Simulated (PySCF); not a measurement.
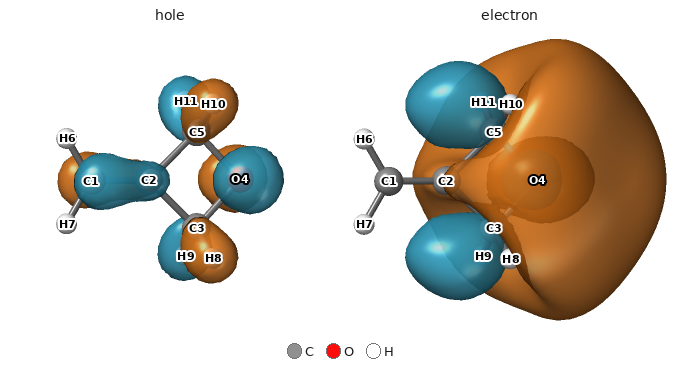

*C4H6O, SMILES `C=C1COC1`. Leading natural transition orbital pair of S₃ (TDA singlet states); the surfaces enclose about 78 % of each orbital's density.*

PySCF calculation, M06-2X/def2-SVPD, gas phase; geometry: GFN2-xTB. No frequency check shows the geometry to be a minimum.

Geometry (Å), atoms numbered from 1:

```
C1      -1.9105   -0.0001    0.0009
C2      -0.5960    0.0006   -0.0008
C3       0.4920   -1.0334   -0.0004
O4       1.4844   -0.0003    0.0006
C5       0.4916    1.0337   -0.0004
H6      -2.4719    0.9181    0.0001
H7      -2.4716   -0.9190    0.0006
H8       0.5518   -1.6629    0.8931
H9       0.5493   -1.6635   -0.8940
H10      0.5533    1.6625    0.8931
H11      0.5507    1.6631   -0.8939
```

Give its energy and the atoms that hole and electron lie on.

Answer. 7.02 eV (177 nm), f = 0.002 (very weak), partly diffuse acceptor orbital; the leading pair carries 99 %; hole on O4 (39 %), C1 (13 %) and C3 and C5 (9 % each), electron on O4 (24 %), C3 and C5 (15 % each) and H8, H9, H10 and H11 (9 % each) (atom shares of so diffuse an orbital are rough); their centroids lie 0.8 Å apart. In canonical orbitals it is mainly HOMO → LUMO+2 (61 %). The HOMO–LUMO gap is 9.26 eV.

The PySCF run took 21 min on 1 thread of Arm Neoverse V1 (shared host), peak memory 0.95 GiB.
